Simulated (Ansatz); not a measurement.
# One shape, several levels: doublet [AsH3]+

Aim: a comparison of 6 runs (U-r2SCAN/STO-3G, U-revPBE/STO-3G, UPBE0/STO-3G, RPA@PBE/STO-3G, UBCCD(T)/STO-3G, UCCSD(T)/STO-3G) of doublet [AsH3]+. 

Program for the calculation: Ansatz 0.2.0.

29 further runs of the same task are left out: 1 that didn't finish, 28 set aside as unsound or not needed.

### 1 The structure to begin with

[AsH3]+ has 4 atoms, charge +1, and is taken as a doublet. As SMILES of the parent species, `[AsH3]`. The coordinates come from a PBE0-D4/def2-TZVP relaxation. That shape belongs to the parent species and isn't relaxed for this state.

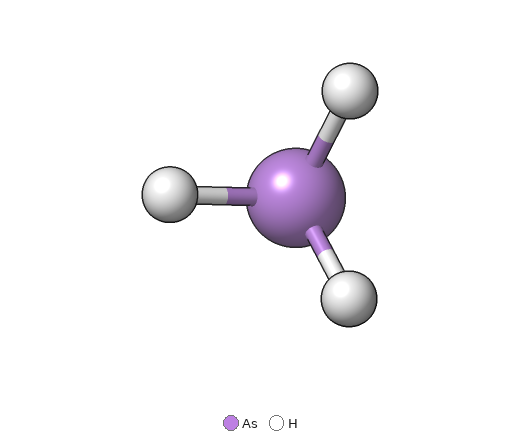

Viewed from a chosen angle; arsenic purple, hydrogen white.

### 2 A single-point energy at U-r2SCAN/STO-3G (run 1)

input.yaml reads:

```yaml
crystal:
  periodic: [false, false, false]
  atoms:
    - symbol: As
      position_ang: [-0.215800, 0.487600, -0.346000]
    - symbol: H
      position_ang: [0.349900, 0.630300, 1.059400]
    - symbol: H
      position_ang: [-1.068000, -0.705500, 0.061100]
    - symbol: H
      position_ang: [0.933900, -0.412500, -0.774500]
basis:
  gaussian:
    orbitals: STO-3G
total_charge: 1
magnetization:
  spin_polarized: true
  initial_magnetization: 1
hamiltonian:
  xc: r2scan
accuracy: high
```

Started as:

```bash
$ ansatz run input.yaml --threads 1 --pin off --max-ram 2610MiB --events-out events.jsonl --progress --plain --runs-dir runs
```

Output:

```text
Warning: RAYON_NUM_THREADS=1 ignored (pool sized by the plan → 1); use --threads N
Functional definition: r2SCAN
  name "r2SCAN"
  parameter k0 = 0.174
  parameter k1 = 0.065
  parameter a1 = 4.9479
  exchange = r2scan_x(k0 = k0, k1 = k1, a1 = a1)
  correlation = r2scan_c
261 factors; integrals over basis functions are off by at most 1.8e-8 eV
mean field evaluation 1: about -60195.0667 eV, gradient 4.8e0 eV
mean field evaluation 2: about -60195.1223 eV, gradient 3.9e0 eV
mean field evaluation 4: about -60195.2630 eV, gradient 8.4e-2 eV
mean field evaluation 8: about -60195.2095 eV, gradient 6.2e-4 eV
mean field evaluation 16: about -60195.2095 eV, gradient 1.9e-8 eV
mean field -60195.20950714 eV, -2212.1331476088 hartree, gradient 1.9e-8 eV, S^2 0.751549; 0 other end points of the search recorded, 0 dependent functions left out
reference -60195.20950786 eV, -2212.1331476354 hartree; 18, 17 occupied and 3, 4 virtual orbitals, 261 factors
Total energy: -60195.20950786 eV, -2212.1331476354 hartree
```

Wall time 2.7 s (1 thread of Intel Xeon Platinum 8488C (Sapphire Rapids), shared host); peak memory 0.2 GiB.

### 3 A single-point energy at U-revPBE/STO-3G (run 2)

job.yaml reads:

```yaml
crystal:
  periodic: [false, false, false]
  atoms:
    - {symbol: As, position_ang: [-0.215800, 0.487600, -0.346000]}
    - {symbol: H, position_ang: [0.349900, 0.630300, 1.059400]}
    - {symbol: H, position_ang: [-1.068000, -0.705500, 0.061100]}
    - {symbol: H, position_ang: [0.933900, -0.412500, -0.774500]}
basis:
  gaussian:
    orbitals: STO-3G
total_charge: 1
magnetization:
  spin_polarized: true
  initial_magnetization: 1
hamiltonian:
  xc: {name: revPBE}
accuracy: high
```

Started as:

```bash
$ ansatz run job.yaml --threads 1 --pin off --max-ram 2610MiB --events-out events.jsonl --progress --plain --runs-dir runs
```

Output:

```text
Warning: RAYON_NUM_THREADS=1 ignored (pool sized by the plan → 1); use --threads N
Functional definition: revPBE
  name "revPBE"
  parameter kappa = 1.245
  parameter beta = 0.06672455060314922
  exchange = pbe_x(kappa = kappa, mu = beta*pi^2/3)
  correlation = pbe_c(beta = beta)
261 factors; integrals over basis functions are off by at most 1.8e-8 eV
mean field evaluation 1: about -60187.5347 eV, gradient 5.6e0 eV
mean field evaluation 2: about -60187.5351 eV, gradient 5.2e0 eV
mean field evaluation 4: about -60187.7814 eV, gradient 4.7e-2 eV
mean field evaluation 8: about -60187.7453 eV, gradient 1.0e-3 eV
mean field -60187.74533303 eV, -2211.8588442699 hartree, gradient 8.0e-8 eV, S^2 0.750877; 0 other end points of the search recorded, 0 dependent functions left out
reference -60187.74533517 eV, -2211.8588443485 hartree; 18, 17 occupied and 3, 4 virtual orbitals, 261 factors
Total energy: -60187.74533517 eV, -2211.8588443485 hartree
```

Wall time 0.99 s (1 thread of Intel Xeon Platinum 8488C (Sapphire Rapids), shared host); peak memory 0.13 GiB.

Runs 3 to 4 aren't shown in full; the table further down has their settings and results.

### 4 A single-point energy at UBCCD(T)/STO-3G (run 5)

input.yaml reads:

```yaml
crystal:
  periodic: [false, false, false]
  atoms:
    - {symbol: As, position_ang: [-0.215800, 0.487600, -0.346000]}
    - {symbol: H, position_ang: [0.349900, 0.630300, 1.059400]}
    - {symbol: H, position_ang: [-1.068000, -0.705500, 0.061100]}
    - {symbol: H, position_ang: [0.933900, -0.412500, -0.774500]}
basis:
  gaussian:
    orbitals: STO-3G
accuracy: high
total_charge: 1
correlation:
  method: bccd_t
  frozen_orbitals: {As: 9, H: 0}
magnetization:
  spin_polarized: true
  initial_magnetization: 1
scf:
  omitted_lower_state_checks: [cluster_reference, increment]
```

Started as:

```bash
$ ansatz run input.yaml --threads 1 --pin off --max-ram 2610MiB --events-out events.jsonl --progress --plain --runs-dir runs
```

Output:

```text
Warning: RAYON_NUM_THREADS=1 ignored (pool sized by the plan → 1); use --threads N
[... 11 lines left out ...]
9 core orbitals not correlated: weight in the atoms' cores, before any rotation towards them, 1.000 or more for the frozen orbitals, at most 0.000 for the correlated occupied ones
[... 22 lines left out ...]
Total energy: -60158.83715701 eV, -2210.7964883956 hartree
Checks for a lower state left out: cluster_reference, increment
```

Run time: 0.26 s. Hardware: 1 thread of Intel Xeon Platinum 8488C (Sapphire Rapids), shared host.

### 5 A single-point energy at UCCSD(T)/STO-3G (run 6)

molecule.yaml reads:

```yaml
crystal:
  periodic: [false, false, false]
  atoms:
    - {symbol: As, position_ang: [-0.215800, 0.487600, -0.346000]}
    - {symbol: H, position_ang: [0.349900, 0.630300, 1.059400]}
    - {symbol: H, position_ang: [-1.068000, -0.705500, 0.061100]}
    - {symbol: H, position_ang: [0.933900, -0.412500, -0.774500]}
basis:
  gaussian:
    orbitals: STO-3G
accuracy: high
correlation:
  method: ccsd_t
  frozen_orbitals: {As: 9, H: 0}
total_charge: 1
magnetization:
  spin_polarized: true
  initial_magnetization: 1
scf:
  omitted_lower_state_checks: [cluster_reference, increment]
```

Started as:

```bash
$ ansatz run molecule.yaml --threads 1 --pin off --max-ram 2610MiB --events-out events.jsonl --progress --plain --runs-dir runs
```

Output:

```text
Warning: RAYON_NUM_THREADS=1 ignored (pool sized by the plan → 1); use --threads N
[... 11 lines left out ...]
9 core orbitals not correlated: weight in the atoms' cores, before any rotation towards them, 1.000 or more for the frozen orbitals, at most 0.000 for the correlated occupied ones
[... 21 lines left out ...]
Total energy: -60158.83721978 eV, -2210.7964907024 hartree
Checks for a lower state left out: cluster_reference, increment
```

Run time: 0.23 s. Hardware: 1 thread of Intel Xeon Platinum 8488C (Sapphire Rapids), shared host.

### 6 Overview of the runs

| run | level | frozen core orbitals | energy (Eh) | ⟨S²⟩ | wall time |
| --- | --- | --- | --- | --- | --- |
| 1 | U-r2SCAN/STO-3G | – | -2212.133148 | 0.752 | 2.7 s |
| 2 | U-revPBE/STO-3G | – | -2211.858844 | 0.751 | 0.99 s |
| 3 | UPBE0/STO-3G | – | -2211.843419 | 0.751 | 0.97 s |
| 4 | RPA@PBE/STO-3G | 9 | -2210.819626 | 0.751 | 1.1 s |
| 5 | UBCCD(T)/STO-3G | 9 | -2210.796488 | 0.754 | 0.26 s |
| 6 | UCCSD(T)/STO-3G | 9 | -2210.796491 | 0.754 | 0.23 s |

### 7 Outcome

| quantity | value |
| --- | --- |
| run 6: total energy | -2210.79649 Eh |
| run 6: correlation energy (9 core orbitals frozen) | -59.6 mEh |
| run 6: (T) correction | -0.35 mEh |
| run 6: ⟨S²⟩ of the reference determinant | 0.754 |
| run 6: T1 diagnostic | 0.002 |

What this shows: Totals of different functionals can't be ranked against each other. In runs 1, 2, 3, 4, 5, 6 the basis is minimal, so the values are rough. All runs together took 6.2 s, the longest 2.7 s.
